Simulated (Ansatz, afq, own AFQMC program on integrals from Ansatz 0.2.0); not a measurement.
**GeHO (quartet): AFQMC on the coupled-cluster ladder at distance Ge1–O2 = 2.020 Å, cc-pVDZ, part 1 of 2**

How near does AFQMC come to the top of the ladder for GeHO (quartet)?

The runs use Ansatz 0.2.0, Gaussian basis, and an in-house AFQMC program (afq) on its integrals; all values are calculated; cc-pVDZ, frozen cores.

The runs, in order: PBE (unrestricted); r2SCAN (unrestricted); PBE0 (unrestricted); B3LYP (unrestricted); wB97M-V (unrestricted); B2PLYP (unrestricted); CCSD(T) on ROHF; CCSDT(Q) on ROHF; Phaseless AFQMC, CISD trial on ROHF; Phaseless AFQMC, single-determinant trial on ROHF; Free-projection AFQMC, CISD trial on ROHF; CCSD(T) on UHF; CCSDT(Q) on UHF; Phaseless AFQMC, CISD trial on UHF; Phaseless AFQMC, single-determinant trial on UHF; Free-projection AFQMC, CISD trial on UHF.

### 1 What is computed

The geometry derives from a PBE0/def2-TZVP stationary point (not a proven minimum). One bond is set to the value named and the two fragments are kept rigid. No spin-orbit coupling is included. The filled d shell of Ge may be among the frozen orbitals whatever the setting's name suggests; the logs give the count.

3 atoms, charge 0, spin multiplicity 4.

Atoms are counted from 1 here; the program's logs count them from 0.

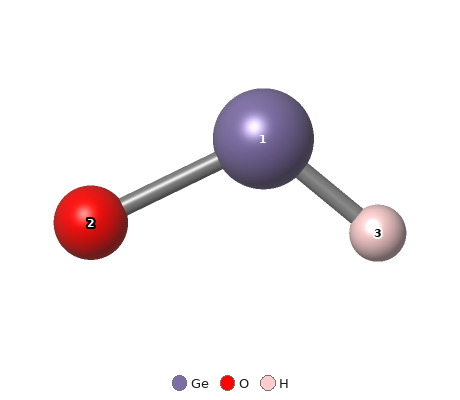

The geometry (germanium purple, oxygen red, hydrogen pink); atoms are numbered from 1 in the order of the file.

### 2 PBE (unrestricted)

The input, in.yaml:

```yaml
crystal:
  periodic: [false, false, false]
  atoms:
    - {symbol: Ge, position_ang: [0.000000, -0.039503, 0.351362]}
    - {symbol: O, position_ang: [0.000000, 0.095211, -1.664141]}
    - {symbol: H, position_ang: [0.000000, 1.335579, 1.093626]}
basis:
  gaussian: {orbitals: cc-pVDZ}
magnetization: {spin_polarized: true, initial_magnetization: 3}
hamiltonian: {xc: {name: PBE}}
output: {orbitals: {seedname: orbitals}}
```

Command:

```console
> ansatz run in.yaml --threads 1 --pin off --events-out ev --progress --plain --max-ram 1382MiB
```

What it wrote:

```text
Functional definition: PBE
  name "PBE"
  cite "Perdew, Burke & Ernzerhof, Phys. Rev. Lett. 77, 3865 (1996) doi:10.1103/PhysRevLett.77.3865"
  parent pbe
  parameter kappa = 0.804
  parameter beta = 0.06672455060314922
  exchange = pbe_x(kappa = kappa, mu = beta*pi^2/3)
  correlation = pbe_c(beta = beta)
568 factors; their error is unknown
mean field evaluation 1: about -58563.3169 eV, gradient 2.0e1 eV
mean field evaluation 2: about -58539.5933 eV, gradient 6.6e1 eV
mean field evaluation 4: about -58564.8602 eV, gradient 5.6e0 eV
mean field evaluation 8: about -58565.0722 eV, gradient 3.9e-2 eV
mean field evaluation 16: about -58565.0723 eV, gradient 7.5e-5 eV
mean field evaluation 32: about -58565.2406 eV, gradient 1.3e-5 eV
mean field -58565.24060835 eV, -2152.2328954109 hartree, gradient 1.6e-6 eV, S^2 3.754354; 5 other end points of the search recorded, 0 dependent functions left out
reference -58565.24063642 eV, -2152.2328964425 hartree; 22, 19 occupied and 24, 27 virtual orbitals, 568 factors
Total energy: -58565.24063642 eV, -2152.2328964425 hartree
```

It took 4.5 s on 1 thread of Arm Neoverse V1, shared host.

From the report: ⟨S²⟩ of the determinant 3.754 (pure quartet: 3.75).

### 3 r2SCAN (unrestricted)

in.yaml: that of step 2 with these lines changed.

```diff
@@ -9,3 +9,2 @@
 magnetization: {spin_polarized: true, initial_magnetization: 3}
-hamiltonian: {xc: {name: PBE}}
-output: {orbitals: {seedname: orbitals}}
+hamiltonian: {xc: {name: r2SCAN}}
```

Launched as before.

What it wrote, shortened:

```text
Functional definition: r2SCAN
  name "r2SCAN"
  cite "Furness, Kaplan, Ning, Perdew & Sun, J. Phys. Chem. Lett. 11, 8208 (2020) doi:10.1021/acs.jpclett.0c02405"
  cite "Furness, Kaplan, Ning, Perdew & Sun, J. Phys. Chem. Lett. 11, 9248 (2020) doi:10.1021/acs.jpclett.0c03077"
  parent r2scan
[...]
568 factors; their error is unknown
[...]
mean field -58574.75655860 eV, -2152.5826001325 hartree, gradient 3.3e-6 eV, S^2 3.761076; 2 other end points of the search recorded, 0 dependent functions left out
reference -58574.75656738 eV, -2152.5826004552 hartree; 22, 19 occupied and 24, 27 virtual orbitals, 568 factors
Total energy: -58574.75656738 eV, -2152.5826004552 hartree
```

Wall time 12 s (1 thread of Arm Neoverse V1, shared host).

From the report: ⟨S²⟩ of the determinant 3.761 (pure quartet: 3.75).

### 4 PBE0 (unrestricted)

in.yaml: that of step 3 with these lines changed.

```diff
@@ -9,2 +9,3 @@
 magnetization: {spin_polarized: true, initial_magnetization: 3}
-hamiltonian: {xc: {name: r2SCAN}}
+hamiltonian: {xc: {name: PBE0}}
+output: {orbitals: {seedname: orbitals}}
```

Launched as before.

What it wrote, shortened:

```text
Functional definition: PBE0
  name "PBE0"
  cite "Adamo & Barone, J. Chem. Phys. 110, 6158 (1999) doi:10.1063/1.478522"
  cite "Perdew, Burke & Ernzerhof, Phys. Rev. Lett. 77, 3865 (1996) doi:10.1103/PhysRevLett.77.3865"
  parent pbe
[...]
500 factors; integrals over basis functions are off by at most 1.2e-3 eV
[...]
mean field -58566.63555135 eV, -2152.2841586209 hartree, gradient 3.2e-6 eV, S^2 3.760541; 2 other end points of the search recorded, 0 dependent functions left out
reference -58566.63557243 eV, -2152.2841593954 hartree; 22, 19 occupied and 24, 27 virtual orbitals, 500 factors
Total energy: -58566.63557243 eV, -2152.2841593954 hartree
```

Run time: 4.9 s. Hardware: 1 thread of Arm Neoverse V1, shared host.

From the report: ⟨S²⟩ of the determinant 3.761 (pure quartet: 3.75).

### 5 B3LYP (unrestricted)

in.yaml: that of step 4 with these lines changed.

```diff
@@ -9,3 +9,2 @@
 magnetization: {spin_polarized: true, initial_magnetization: 3}
-hamiltonian: {xc: {name: PBE0}}
-output: {orbitals: {seedname: orbitals}}
+hamiltonian: {xc: {name: B3LYP}}
```

The command is unchanged.

What it wrote, shortened:

```text
Functional definition: B3LYP
  name "B3LYP"
  cite "Stephens, Devlin, Chabalowski & Frisch, J. Phys. Chem. 98, 11623 (1994) doi:10.1021/j100096a001"
  cite "Becke, Phys. Rev. A 38, 3098 (1988) doi:10.1103/PhysRevA.38.3098"
  cite "Lee, Yang & Parr, Phys. Rev. B 37, 785 (1988) doi:10.1103/PhysRevB.37.785"
  cite "Vosko, Wilk & Nusair, Can. J. Phys. 58, 1200 (1980) doi:10.1139/p80-159"
[...]
500 factors; integrals over basis functions are off by at most 1.2e-3 eV
[...]
mean field -58577.20049010 eV, -2152.6724129587 hartree, gradient 2.4e-6 eV, S^2 3.759788; 2 other end points of the search recorded, 0 dependent functions left out
reference -58577.20067008 eV, -2152.6724195729 hartree; 22, 19 occupied and 24, 27 virtual orbitals, 500 factors
Total energy: -58577.20067008 eV, -2152.6724195729 hartree
```

Run time: 5.5 s. Hardware: 1 thread of Arm Neoverse V1, shared host.

From the report: ⟨S²⟩ of the determinant 3.760 (pure quartet: 3.75).

### 6 wB97M-V (unrestricted)

in.yaml: that of step 5 with these lines changed.

```diff
@@ -9,2 +9,3 @@
 magnetization: {spin_polarized: true, initial_magnetization: 3}
-hamiltonian: {xc: {name: B3LYP}}
+hamiltonian: {xc: {name: wB97M-V}}
+output: {orbitals: {seedname: orbitals}}
```

Launched as before.

What it wrote, shortened:

```text
Functional definition: wB97M-V
  name "wB97M-V"
  cite "Mardirossian & Head-Gordon, J. Chem. Phys. 144, 214110 (2016) doi:10.1063/1.4952647"
  cite "Becke, J. Chem. Phys. 107, 8554 (1997) doi:10.1063/1.475007"
  cite "Vydrov & Van Voorhis, J. Chem. Phys. 133, 244103 (2010) doi:10.1063/1.3521275"
  # Of w^i u^j: cxij and so on, Table III.
[...]
  gx(w, u) = 1 - cx + cx01*u + cx10*w
  gss(w, u) = css00 + css04*u^4 + css10*w + css20*w^2 + css43*w^4*u^3
  gos(w, u) = cos00 + cos10*w + (cos20 + cos21*u)*w^2 + (cos60 + cos61*u)*w^6
[...]
      + integral(e_c_pw_mod_opposite_spin*gos(b97_w_opposite, b97_u_opposite)) + vv10(b, c)
500 factors; integrals over basis functions are off by at most 1.2e-3 eV
127 factors; integrals over basis functions are off by at most 7.4e-6 eV
[...]
mean field -58572.06518656 eV, -2152.4836940345 hartree, gradient 2.1e-6 eV, S^2 3.763057; 2 other end points of the search recorded, 0 dependent functions left out
reference -58572.06521421 eV, -2152.4836950505 hartree; 22, 19 occupied and 24, 27 virtual orbitals, 500 factors
Total energy: -58572.06521421 eV, -2152.4836950505 hartree
```

Run time: 25 s. Hardware: 1 thread of Arm Neoverse V1, shared host.

From the report: ⟨S²⟩ of the determinant 3.763 (pure quartet: 3.75).

### 7 B2PLYP (unrestricted)

in.yaml: that of step 6 with these lines changed.

```diff
@@ -9,3 +9,3 @@
 magnetization: {spin_polarized: true, initial_magnetization: 3}
-hamiltonian: {xc: {name: wB97M-V}}
-output: {orbitals: {seedname: orbitals}}
+hamiltonian: {xc: {name: B2PLYP}}
+correlation: {electrons: outside_noble_gas}
```

Same command.

What it wrote, shortened:

```text
Functional definition: B2PLYP
  name "B2PLYP"
  cite "Grimme, J. Chem. Phys. 124, 034108 (2006) doi:10.1063/1.2148954"
  cite "Becke, Phys. Rev. A 38, 3098 (1988) doi:10.1103/PhysRevA.38.3098"
  cite "Lee, Yang & Parr, Phys. Rev. B 37, 785 (1988) doi:10.1103/PhysRevB.37.785"
[...]
500 factors; integrals over basis functions are off by at most 1.2e-3 eV
[...]
mean field -58560.95203495 eV, -2152.0752932454 hartree, gradient 2.3e-6 eV, S^2 3.773787; 4 other end points of the search recorded, 0 dependent functions left out
15 core orbitals not correlated: weight in the atoms' cores, before any rotation towards them, 0.998 or more for the frozen orbitals, at most 0.003 for the correlated occupied ones
reference -58560.95214902 eV, -2152.0752974374 hartree; 7, 4 occupied and 24, 27 virtual orbitals, 500 factors
second order -6.94185388 eV of doubles, -0.00000000 eV of singles
Total energy: -58562.82644957 eV, -2152.1441767121 hartree
```

Run time: 8 s. Hardware: 1 thread of Arm Neoverse V1, shared host.

From the report: ⟨S²⟩ of the determinant 3.774 (pure quartet: 3.75).

### 8 CCSD(T) on ROHF

in.yaml: that of step 7 with these lines changed.

```diff
@@ -8,4 +8,3 @@
   gaussian: {orbitals: cc-pVDZ}
-magnetization: {spin_polarized: true, initial_magnetization: 3}
-hamiltonian: {xc: {name: B2PLYP}}
-correlation: {electrons: outside_noble_gas}
+magnetization: {spin_polarized: false, initial_magnetization: 3}
+correlation: {method: ccsd_t, electrons: outside_noble_gas, hamiltonian_folder: ham}
```

Same command.

What it wrote, shortened:

```text
Functional definition: HF
  name "HF"
  cite "Fock, Z. Phys. 61, 126 (1930) doi:10.1007/BF01340294"
  parent pbe
[...]
500 factors; integrals over basis functions are off by at most 1.2e-3 eV
[...]
mean field -58522.28446129 eV, -2150.6542861233 hartree, gradient 1.4e-6 eV, S^2 3.750000; 12 other end points of the search recorded, 0 dependent functions left out
[...]
determinant -58522.28446129 eV, -2150.6542861233 hartree, with singles and doubles -58528.75432444 eV, -2150.8920492086 hartree
determinant -58522.22265333 eV, -2150.6520147227 hartree, with singles and doubles -58528.65078686 eV, -2150.8882442729 hartree
determinant -58519.54159071 eV, -2150.5534874888 hartree, with singles and doubles -58526.12506145 eV, -2150.7954255761 hartree
determinant -58519.47189895 eV, -2150.5509263639 hartree, with singles and doubles -58526.01786580 eV, -2150.7914862084 hartree
determinant -58522.28446129 eV, -2150.6542861233 hartree, with singles and doubles -58528.76314128 eV, -2150.8923732214 hartree
determinant -58522.22265333 eV, -2150.6520147227 hartree, with singles and doubles -58528.65358896 eV, -2150.8883472480 hartree
[...]
15 core orbitals not correlated: weight in the atoms' cores, before any rotation towards them, 0.998 or more for the frozen orbitals, at most 0.002 for the correlated occupied ones
reference -58522.28446129 eV, -2150.6542861233 hartree; 7, 4 occupied and 24, 27 virtual orbitals, 500 factors
second order -5.60797643 eV of doubles, -0.12076540 eV of singles
cycle   1  -6.47867793 eV  change    2.1e-6 eV  update   3.0e-6
perturbative correction -0.17372664 eV, -0.0063843363 hartree
Total energy: -58528.93686586 eV, -2150.8987574822 hartree
```

Wall time 11 s (1 thread of Arm Neoverse V1, shared host).

From the report: correlation -6.6524 eV; T1 0.039; largest double amplitude 0.04.

This run also writes the integrals to the folder ham.

### 9 CCSDT(Q) on ROHF

in.yaml: that of step 8 with these lines changed.

```diff
@@ -9,2 +9,2 @@
 magnetization: {spin_polarized: false, initial_magnetization: 3}
-correlation: {method: ccsd_t, electrons: outside_noble_gas, hamiltonian_folder: ham}
+correlation: {method: ccsdt_q, electrons: outside_noble_gas}
```

The command is unchanged.

What it wrote, shortened:

```text
Functional definition: HF
  name "HF"
  cite "Fock, Z. Phys. 61, 126 (1930) doi:10.1007/BF01340294"
  parent pbe
[...]
853 factors; integrals over basis functions are off by at most 1.0e-7 eV
[...]
mean field -58522.28461937 eV, -2150.6542919326 hartree, gradient 2.0e-6 eV, S^2 3.750000; 12 other end points of the search recorded, 0 dependent functions left out
[...]
determinant -58522.28461937 eV, -2150.6542919326 hartree, with singles and doubles -58528.75448705 eV, -2150.8920551845 hartree
determinant -58522.22281336 eV, -2150.6520206035 hartree, with singles and doubles -58528.65094973 eV, -2150.8882502580 hartree
determinant -58519.54176465 eV, -2150.5534938809 hartree, with singles and doubles -58526.12523639 eV, -2150.7954320048 hartree
determinant -58519.47207304 eV, -2150.5509327615 hartree, with singles and doubles -58526.01804959 eV, -2150.7914929625 hartree
determinant -58522.28461937 eV, -2150.6542919326 hartree, with singles and doubles -58528.76330393 eV, -2150.8923791988 hartree
determinant -58522.22281336 eV, -2150.6520206035 hartree, with singles and doubles -58528.65375177 eV, -2150.8883532311 hartree
15 core orbitals not correlated: weight in the atoms' cores, before any rotation towards them, 0.998 or more for the frozen orbitals, at most 0.002 for the correlated occupied ones
reference -58522.28461937 eV, -2150.6542919326 hartree; 7, 4 occupied and 24, 27 virtual orbitals, 853 factors
second order -5.60799854 eV of doubles, -0.12076478 eV of singles
cycle   1  -6.13207046 eV  change   -4.0e-1 eV  update   9.2e-2
[...]
cycle  28  -6.68979911 eV  change   -3.6e-7 eV  update   9.1e-7
perturbative correction -0.01718040 eV, -0.0006313680 hartree
Total energy: -58528.99159888 eV, -2150.9007688833 hartree
```

Wall time 30 s (1 thread of Arm Neoverse V1, shared host); peak memory 0.31 GiB.

From the report: correlation -6.7070 eV; T1 0.042; largest double amplitude 0.05.

### 10 Phaseless AFQMC, CISD trial on ROHF

It reads the integrals that the CCSD(T) run on this determinant wrote.

Command:

```console
> afq ham --method phaseless --trial cisd --walkers 60 --populations 1 --least-time 40 --time-step 0.005 --steps-per-block 50 --equilibration-blocks 28 --max-blocks 300 --target-error 0.0004 --factor-cut 1e-05 --start spin_pure --seed 2765 --release-times 0.24,0.51,0.99,1.62,2.4 --release-step 0.03 --release-every 4 --taylor-order 6
```

What it wrote:

```text
orbitals 31  electrons 7 4  factors 230 of 500
reference energy -2150.65428612 Eh
CCSD correlation -0.23808690 Eh in 16 cycles, weight of the determinant in the CISD state 0.8764
energy of the start -2150.892371 Eh
 block  time / (1/Eh)  mean weight  energy / Eh
     1     0.250  0.9969  -2150.890123
     2     0.500  0.9993  -2150.892518
     3     0.750  1.0000  -2150.897380
     4     1.000  1.0020  -2150.898026
     5     1.250  0.9993  -2150.895718
     6     1.500  0.9989  -2150.895838
     7     1.750  0.9988  -2150.893831
     8     2.000  0.9979  -2150.895952
     9     2.250  1.0022  -2150.898846
    10     2.500  1.0020  -2150.900082
    17     4.250  1.0012  -2150.893209
    25     6.250  0.9996  -2150.895648
    33     8.250  1.0000  -2150.902953
    41    10.250  1.0011  -2150.903881
    49    12.250  0.9982  -2150.898794
    57    14.250  0.9992  -2150.897470
    65    16.250  0.9985  -2150.900171
    73    18.250  1.0020  -2150.900379
    81    20.250  1.0017  -2150.894923
    89    22.250  1.0014  -2150.892153
    97    24.250  0.9979  -2150.895858
   105    26.250  0.9989  -2150.898234
   113    28.250  1.0021  -2150.897782
   121    30.250  1.0024  -2150.899482
   129    32.250  1.0021  -2150.900471
   137    34.250  0.9995  -2150.903949
   145    36.250  0.9981  -2150.890455
   153    38.250  0.9973  -2150.893288
   161    40.250  0.9992  -2150.902471
   169    42.250  0.9991  -2150.894244
   177    44.250  0.9993  -2150.900097
   185    46.250  0.9978  -2150.900536
   193    48.250  0.9971  -2150.897326
   201    50.250  1.0021  -2150.896723
   209    52.250  0.9978  -2150.908242
   217    54.250  1.0017  -2150.901836
   225    56.250  0.9989  -2150.899103
   233    58.250  0.9988  -2150.898852
   241    60.250  0.9980  -2150.901438
   249    62.250  0.9982  -2150.891833
   257    64.250  1.0000  -2150.907193
   265    66.250  1.0024  -2150.894493
   273    68.250  1.0017  -2150.901167
   281    70.250  1.0027  -2150.908687
   289    72.250  0.9994  -2150.902168
   297    74.250  0.9994  -2150.896477
   305    76.250  0.9989  -2150.898014
   313    78.250  0.9963  -2150.899005
   321    80.250  0.9978  -2150.904195
blocks merged  error / Eh  count
     1  0.000376  300
     2  0.000456  150
     4  0.000523  75
     8  0.000645  37
    16  0.000631  18
    32  0.000741  9
released: time / (1/Eh)  energy / Eh  error  mean overlap
  0.24  -2150.899544  0.000816  1.0074
  0.51  -2150.900689  0.000690  1.0071
  0.99  -2150.901266  0.000545  1.0029
  1.62  -2150.901232  0.000565  1.0174
  2.40  -2150.900144  0.000844  1.0272
energy -2150.899295 +/- 0.000645 Eh
```

It took 5.5 min on 1 thread of Arm Neoverse V1, shared host.

Energy -58528.9515 ± 0.0175 eV. Caveats: constraint bias not in the error; error above the target.

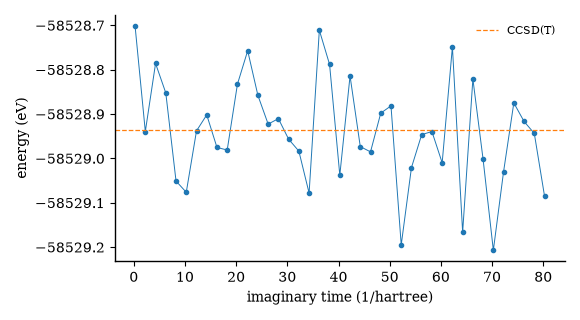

Block energies along the walk.

### 11 Phaseless AFQMC, single-determinant trial on ROHF

It reads the integrals that the CCSD(T) run on this determinant wrote.

Command:

```console
> afq ham --method phaseless --trial hf --walkers 120 --populations 1 --least-time 40 --time-step 0.005 --steps-per-block 20 --equilibration-blocks 112 --max-blocks 600 --target-error 0.0012000000000000001 --factor-cut 1e-05 --start spin_pure --seed 7440 --taylor-order 6
```

What it wrote:

```text
orbitals 31  electrons 7 4  factors 230 of 500
reference energy -2150.65428612 Eh
CCSD correlation -0.23808690 Eh in 16 cycles, weight of the determinant in the CISD state 0.8764
energy of the start -2150.654299 Eh
 block  time / (1/Eh)  mean weight  energy / Eh
     1     0.100  1.0017  -2150.719383
     2     0.200  1.0007  -2150.763130
     3     0.300  1.0005  -2150.783311
     4     0.400  1.0001  -2150.795826
     5     0.500  1.0018  -2150.841892
     6     0.600  0.9998  -2150.861438
     7     0.700  0.9999  -2150.855460
     8     0.800  1.0016  -2150.861796
     9     0.900  1.0009  -2150.887274
    10     1.000  0.9987  -2150.876457
    18     1.800  0.9984  -2150.871618
    35     3.500  1.0005  -2150.885678
    52     5.200  1.0033  -2150.905327
    69     6.900  1.0011  -2150.870668
    86     8.600  0.9999  -2150.919461
   103    10.300  1.0005  -2150.873906
   120    12.000  0.9966  -2150.838338
   137    13.700  0.9995  -2150.908907
   154    15.400  0.9988  -2150.903546
   171    17.100  1.0001  -2150.895420
   188    18.800  0.9989  -2150.899217
   205    20.500  1.0012  -2150.915678
   222    22.200  1.0028  -2150.904381
   239    23.900  1.0010  -2150.866222
   256    25.600  1.0008  -2150.896460
   273    27.300  1.0022  -2150.885960
   290    29.000  0.9985  -2150.903943
   307    30.700  1.0014  -2150.886283
   324    32.400  0.9978  -2150.892301
   341    34.100  1.0011  -2150.899472
   358    35.800  1.0004  -2150.917832
   375    37.500  0.9992  -2150.925560
   392    39.200  1.0010  -2150.887574
   409    40.900  1.0014  -2150.909335
   426    42.600  0.9994  -2150.881910
   443    44.300  1.0011  -2150.929021
   460    46.000  1.0015  -2150.904861
   477    47.700  0.9996  -2150.904546
   494    49.400  1.0018  -2150.927734
   511    51.100  0.9988  -2150.886451
   528    52.800  0.9971  -2150.914404
   545    54.500  1.0021  -2150.909596
   562    56.200  1.0008  -2150.888406
   579    57.900  1.0011  -2150.894387
   596    59.600  1.0004  -2150.936438
   613    61.300  1.0003  -2150.903397
   630    63.000  0.9987  -2150.960930
   647    64.700  0.9998  -2150.880369
   664    66.400  1.0013  -2150.893237
   681    68.100  1.0013  -2150.910036
   698    69.800  0.9996  -2150.878515
blocks merged  error / Eh  count
     1  0.000836  600
     2  0.001086  300
     4  0.001363  150
     8  0.001589  75
    16  0.001773  37
    32  0.001696  18
    64  0.001729  9
energy -2150.899309 +/- 0.001773 Eh
```

It took 3.8 min on 1 thread of Arm Neoverse V1, shared host.

Energy -58528.9519 ± 0.0482 eV. Caveats: constraint bias not in the error.

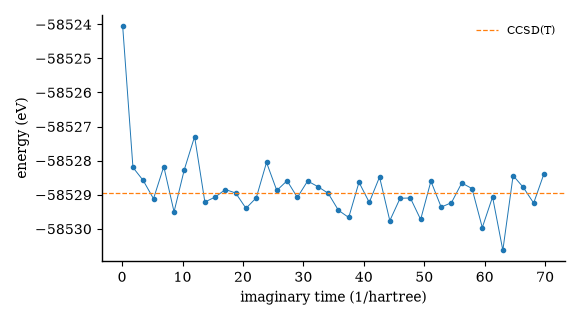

Block energies along the walk.

### 12 Free-projection AFQMC, CISD trial on ROHF

It reads the integrals that the CCSD(T) run on this determinant wrote.

Command:

```console
> afq ham --method free --trial cisd --walkers 60 --time-step 0.03 --max-blocks 80 --target-error 0.0004 --factor-cut 1e-05 --seed 6134 --times 0,0.21,0.42,0.81,1.2,1.8,2.4,3 --taylor-order 8
```

What it wrote:

```text
orbitals 31  electrons 7 4  factors 230 of 500
reference energy -2150.65428612 Eh
CCSD correlation -0.23808690 Eh in 16 cycles, weight of the determinant in the CISD state 0.8764
repeat  energy at the last time / Eh  error
    10  -2150.903743  0.001144
    20  -2150.901305  0.001116
    30  -2150.901559  0.000838
    40  -2150.901147  0.000742
    50  -2150.900666  0.000653
    60  -2150.901201  0.000619
    70  -2150.901051  0.000584
    80  -2150.901021  0.000560
time / (1/Eh)  energy / Eh  error  mean overlap
  0.00  -2150.892241  0.000197  1.1415
  0.21  -2150.896078  0.000226  1.1426
  0.42  -2150.897510  0.000249  1.1469
  0.81  -2150.899080  0.000286  1.1389
  1.20  -2150.899927  0.000314  1.1258
  1.80  -2150.899822  0.000387  1.1526
  2.40  -2150.901154  0.000488  1.1366
  3.00  -2150.901021  0.000560  1.1326
energy -2150.901021 +/- 0.000560 Eh
```

Run time: 3 min. Hardware: 1 thread of Arm Neoverse V1, shared host.

Energy -58528.9984 ± 0.0152 eV. Caveats: remainder of the start not in the error.

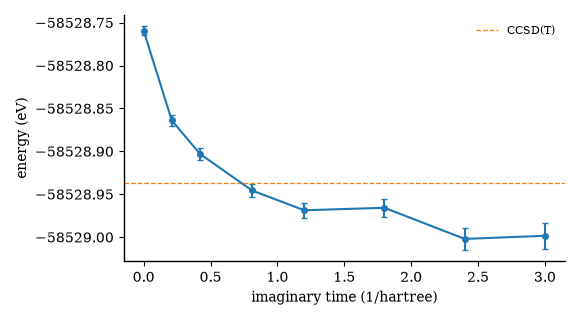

Energy against projection time, with error bars.

(Continued in part 2 of 2.)
